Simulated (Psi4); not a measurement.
**CH2Br2 (charge +1): single-point calculation (part 1 of 2)**

System: CH2Br2, charge +1, multiplicity 2.
Method: B3LYP/def2-QZVPPD, UKS (Psi4 1.11).

The geometry is that of the parent species in another charge or spin state. The geometry comes from this level: PBE0-D4/def2-TZVP.

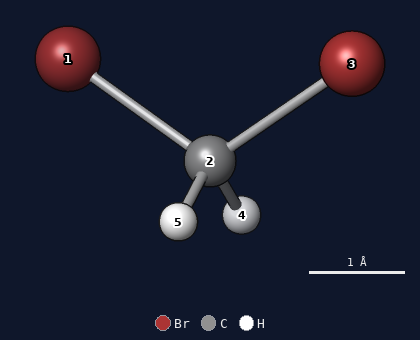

Figure 1. The structure (ball-and-stick view, seen at a tilt; atoms are numbered from 1 in the order of the input).

## Results in brief

| quantity | value |
| --- | --- |
| outcome | converged |
| total energy | −5187.419013 hartree |
| basis functions | 325 |
| ⟨S²⟩ | 0.756 |
| hardware | 1 thread of Intel Xeon @ 2.70GHz, 189 GiB of memory available, shared host |
| wall time | 2 min |
| peak memory | 1.3 GiB |

## The input (job.py)
```python
import psi4

psi4.set_memory('1600 MB')
psi4.set_num_threads(1)
psi4.core.set_output_file('run.log', False)

mol = psi4.geometry("""
1 2
Br    -1.10051980    -1.65037341     2.83519390
C     -0.19851573     0.23445832    -0.13600359
Br     3.04907310    -0.65033035    -1.50106615
H     -0.14329793     2.21725346     0.37424136
H     -1.60673964    -0.15098912    -1.57238442
units au
symmetry c1
""")

psi4.set_options(dict(reference='uks', puream=True, scf_type='df', dft_radial_points=99, dft_spherical_points=590, maxiter=100))

E = psi4.energy("b3lyp/def2-QZVPPD")
print('E =', round(E, 9))
for k, v in sorted(psi4.core.scalar_variables().items()):
    print(f'{k:45s} {v:18.10f}')
```

Launched with:
```bash
python job.py
```

## What the program printed
```
=> Loading Basis Set <=

    Name: DEF2-QZVPPD
    Role: ORBITAL
    Keyword: BASIS

         ---------------------------------------------------------
                                   SCF
                              UKS Reference
                        1 Threads,   1525 MiB Core
         ---------------------------------------------------------

  ==> Geometry <==

    Molecular point group: c1
    Full point group: C1

    Geometry (in Bohr), charge = 1, multiplicity = 2:

       Center              X                  Y                   Z               Mass
    ------------   -----------------  -----------------  -----------------  -----------------
         BR          -1.971213091466    -0.622329227227     2.239056592167    78.918337600000
         C           -1.069209021466     1.262502502773    -0.732140897833    12.000000000000
         BR           2.178379808534     0.377713832773    -2.097203457833    78.918337600000
         H           -1.013991221466     3.245297642773    -0.221895947833     1.007825032230
         H           -2.477432931466     0.877055062773    -2.168521727833     1.007825032230

  Running in c1 symmetry.

  Rotational constants: A =      0.89149  B =      0.04104  C =      0.03954 [cm^-1]
  Rotational constants: A =  26726.26290  B =   1230.48878  C =   1185.31514 [MHz]
  Nuclear repulsion =  353.005280983519356

  Charge       = 1
  Multiplicity = 2
  Electrons    = 77
  Nalpha       = 39
  Nbeta        = 38

  ==> Algorithm <==

  SCF Algorithm Type is DF.
  DIIS enabled.
  MOM disabled.
  Fractional occupation disabled.
  Guess Type is SAD.
  Energy threshold   = 1.00e-06
  Density threshold  = 1.00e-06
  Integral threshold = 1.00e-12

  ==> Primary Basis <==

  Basis Set: DEF2-QZVPPD
    Blend: DEF2-QZVPPD
    Number of shells: 101
    Number of basis functions: 325
    Number of Cartesian functions: 397
    Spherical Harmonics?: true
    Max angular momentum: 4

  ==> DFT Potential <==

   => LibXC <=

    Version 7.1.2

   => Composite Functional: B3LYP <=

    B3LYP Hyb-GGA Exchange-Correlation Functional

    Deriv               =              1
    GGA                 =           TRUE
    Meta                =          FALSE

    Exchange Hybrid     =           TRUE
    MP2 Hybrid          =          FALSE

   => Exchange Functionals <=

    0.0800   Slater exchange
    0.7200         Becke 88

   => Exact (HF) Exchange <=

    0.2000               HF

   => Correlation Functionals <=

    0.1900   Vosko, Wilk & Nusair (VWN5_RPA)
    0.8100   Lee, Yang & Parr

   => LibXC Density Thresholds  <==

    XC_HYB_GGA_XC_B3LYP:  1.00E-15

   => Molecular Quadrature <=

    Radial Scheme          =       TREUTLER
    Pruning Scheme         =           NONE
    Nuclear Scheme         =       TREUTLER

    Blocking Scheme        =         OCTREE
    BS radius alpha        =              1
    Pruning alpha          =              1
    Radial Points          =             99
    Spherical Points       =            590
    Total Points           =         281960
    Total Blocks           =           2131
    Max Points             =            256
    Max Functions          =            293
    Weights Tolerance      =       1.00E-15

   => Loading Basis Set <=

    Name: (DEF2-QZVPPD AUX)
    Role: JKFIT
    Keyword: DF_BASIS_SCF

  ==> Integral Setup <==

  DFHelper Memory: AOs need 0.510 GiB; user supplied 0.510 GiB.
  SCF_SUBTYPE=INCORE selected. In-core MEM_DF algorithm will be used.
  Using in-core AOs.

  ==> MemDFJK: Density-Fitted J/K Matrices <==

    J tasked:                   Yes
    K tasked:                   Yes
    wK tasked:                   No
    Memory [MiB]:               522
    Algorithm:                 Core
    Schwarz Cutoff:           1E-12
    Mask sparsity (%):       5.0234
    Fitting Condition:        1E-10

   => Auxiliary Basis Set <=

  Basis Set: (DEF2-QZVPPD AUX)
    Blend: DEF2-UNIVERSAL-JKFIT
    Number of shells: 157
    Number of basis functions: 643
    Number of Cartesian functions: 871
    Spherical Harmonics?: true
    Max angular momentum: 5

  Cached 25.0% of DFT collocation blocks in 0.473 [GiB].

  Minimum eigenvalue in the overlap matrix is 1.0133923713E-06.
  Reciprocal condition number of the overlap matrix is 9.7762104293E-08.
    Using symmetric orthogonalization.

  ==> Pre-Iterations <==

  SCF Guess: Superposition of Atomic Densities via on-the-fly atomic UHF (no occupation information).

   -------------------------
    Irrep   Nso     Nmo
   -------------------------
     A        325     325
   -------------------------
    Total     325     325
   -------------------------

  ==> Iterations <==

                           Total Energy        Delta E     RMS |[F,P]|

   @DF-UKS iter SAD: -5184.62188962435357   -5.18462e+03   0.00000e+00
   @DF-UKS iter   1: -5186.66108436165086   -2.03919e+00   9.09881e-03 DIIS/ADIIS
   @DF-UKS iter   2: -5186.66734402311431   -6.25966e-03   8.94908e-03 DIIS/ADIIS
   @DF-UKS iter   3: -5187.41161914027180   -7.44275e-01   4.26540e-04 DIIS/ADIIS
   @DF-UKS iter   4: -5187.41519741568300   -3.57828e-03   2.96807e-04 DIIS/ADIIS
   @DF-UKS iter   5: -5187.41883083920948   -3.63342e-03   6.25409e-05 DIIS
   @DF-UKS iter   6: -5187.41900829957467   -1.77460e-04   9.89906e-06 DIIS
   @DF-UKS iter   7: -5187.41901270298604   -4.40341e-06   2.91199e-06 DIIS
   @DF-UKS iter   8: -5187.41901287509882   -1.72113e-07   1.95112e-06 DIIS
   @DF-UKS iter   9: -5187.41901293855972   -6.34609e-08   1.75320e-06 DIIS
   @DF-UKS iter  10: -5187.41901315160612   -2.13046e-07   1.78984e-07 DIIS
  Energy and wave function converged.

  ==> Post-Iterations <==

   Electrons on quadrature grid:
      Nalpha   =   38.9999999347 ; deviation = -6.534e-08
      Nbeta    =   37.9999999489 ; deviation = -5.111e-08
      Ntotal   =   76.9999998835 ; deviation = -1.165e-07

   @Spin Contamination Metric:   5.610766379E-03
   @S^2 Expected:                7.500000000E-01
   @S^2 Observed:                7.556107664E-01
   @S   Expected:                5.000000000E-01
   @S   Observed:                5.000000000E-01

    Orbital Energies [Eh]
    ---------------------

    Alpha Occupied:

       1A   -483.140288     2A   -483.140287     3A    -62.773269
       4A    -62.773267     5A    -56.591062     6A    -56.591060
       7A    -56.588677     8A    -56.588676     9A    -56.585567
      10A    -56.585566    11A    -10.508491    12A     -8.973338
      13A     -8.973337    14A     -6.802423    15A     -6.802421
      16A     -6.796039    17A     -6.796039    18A     -6.786976
      19A     -6.786975    20A     -2.917405    21A     -2.917372
      22A     -2.916850    23A     -2.916844    24A     -2.909679
      25A     -2.909675    26A     -2.904710    27A     -2.904709
      28A     -2.903459    29A     -2.903455    30A     -1.108557
      31A     -1.045075    32A     -0.894629    33A     -0.708027
      34A     -0.682065    35A     -0.660218    36A     -0.567248
      37A     -0.560772    38A     -0.548593    39A     -0.530899

    Alpha Virtual:

      40A     -0.276732    41A     -0.223766    42A     -0.167067
      43A     -0.126763    44A     -0.118110    45A     -0.117089
      46A     -0.101150    47A     -0.097860    48A     -0.080226
      49A     -0.074465    50A     -0.065842    51A     -0.055280
      52A     -0.054159    53A     -0.047680    54A     -0.042166
      55A     -0.024045    56A     -0.019988    57A     -0.019918
      58A      0.010343    59A      0.014096    60A      0.031563
      61A      0.044775    62A      0.055066    63A      0.055506
      64A      0.060025    65A      0.073921    66A      0.081226
      67A      0.085080    68A      0.101800    69A      0.117902
      70A      0.129922    71A      0.141686    72A      0.144584
      73A      0.146868    74A      0.158368    75A      0.170497
      76A      0.175396    77A      0.176863    78A      0.188834
      79A      0.195042    80A      0.230306    81A      0.241231
      82A      0.255052    83A      0.269572    84A      0.277606
      85A      0.282087    86A      0.283967    87A      0.292606
      88A      0.340892    89A      0.356388    90A      0.378748
      91A      0.411035    92A      0.418650    93A      0.430385
      94A      0.431464    95A      0.447561    96A      0.494423
      97A      0.516327    98A      0.538446    99A      0.551029
     100A      0.556409   101A      0.607757   102A      0.621618
     103A      0.632713   104A      0.675390   105A      0.700455
     106A      0.705066   107A      0.750170   108A      0.751648
     109A      0.751918   110A      0.800291   111A      0.802011
     112A      0.838462   113A      0.859811   114A      0.869509
     115A      0.917458   116A      0.925717   117A      0.928549
     118A      0.940485   119A      0.951652   120A      0.954112
     121A      0.981958   122A      1.010514   123A      1.042959
     124A      1.078023   125A      1.089033   126A      1.120560
     127A      1.130070   128A      1.157927   129A      1.261072
     130A      1.291827   131A      1.332297   132A      1.338624
     133A      1.358287   134A      1.365241   135A      1.366694
     136A      1.368730   137A      1.382024   138A      1.510459
     139A      1.539197   140A      1.542173   141A      1.549378
     142A      1.562435   143A      1.661516   144A      1.717962
     145A      1.720235   146A      1.743269   147A      1.773963
     148A      1.785030   149A      1.830446   150A      1.840067
     151A      1.899112   152A      1.915815   153A      1.972997
     154A      2.034385   155A      2.080557   156A      2.093036
     157A      2.122551   158A      2.124526   159A      2.150737
     160A      2.279160   161A      2.301001   162A      2.340206
     163A      2.342356   164A      2.353969   165A      2.358190
     166A      2.382474   167A      2.387890   168A      2.396062
     169A      2.397541   170A      2.412997   171A      2.419071
     172A      2.421862   173A      2.427929   174A      2.432471
     175A      2.449734   176A      2.450697   177A      2.468664
     178A      2.470317   179A      2.495409   180A      2.517459
     181A      2.518047   182A      2.529625   183A      2.571924
     184A      2.617962   185A      2.665591   186A      2.702060
     187A      2.747558   188A      2.756999   189A      2.825816
     190A      2.876343   191A      2.882931   192A      2.922263
     193A      2.957248   194A      2.960187   195A      3.006775
     196A      3.108293   197A      3.129416   198A      3.235367
     199A      3.282196   200A      3.282776   201A      3.319213
     202A      3.407005   203A      3.431344   204A      3.432841
     205A      3.623055   206A      3.638535   207A      3.753495
     208A      3.768248   209A      3.802939   210A      3.806458
     211A      3.849490   212A      3.987223   213A      4.017155
     214A      4.122702   215A      4.266055   216A      4.727292
     217A      4.738889   218A      4.751723   219A      4.770627
     220A      4.787791   221A      4.834496   222A      4.835920
     223A      4.845038   224A      4.904965   225A      5.008456
     226A      5.041980   227A      5.119165   228A      5.260245
     229A      5.270832   230A      5.389821   231A      5.449379
     232A      5.532704   233A      5.661332   234A      5.767006
     235A      5.778239   236A      5.824244   237A      5.855955
     238A      5.894644   239A      5.928724   240A      5.944448
     241A      6.012577   242A      6.159038   243A      6.234419
     244A      6.346034   245A      6.364744   246A      6.416271
     247A      6.430135   248A      6.447016   249A      6.479126
     250A      6.804552   251A      6.926499   252A      6.999963
     253A      7.143900   254A      7.201975   255A      7.276591
     256A      7.427080   257A      7.431544   258A      7.442429
     259A      7.509218   260A      7.569194   261A      7.746976
```
